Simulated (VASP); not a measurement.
Band structure of PbF2 (fluorite). These are AM05 GGA, VASP's PBE PAW potentials (set 64) (plane waves; VASP) values and carry that method's errors.

Unless said otherwise, spin-orbit coupling is left out, though it shifts the bands of the heavy elements here.

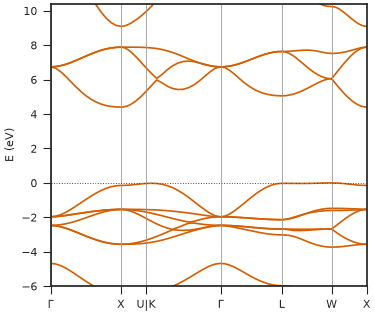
Fig. 1. Bands along high-symmetry lines, zero at the valence-band maximum or, without a gap, the Fermi level

Q: Read the plot: is there a gap, and where are the band edges?

A: The gap is indirect, 4.40 eV, from the valence maximum at W to the conduction minimum at X. (Edges off the drawn lines would not show.)

The compound is PbF2 in the fluorite structure, the β form. It was relaxed first.
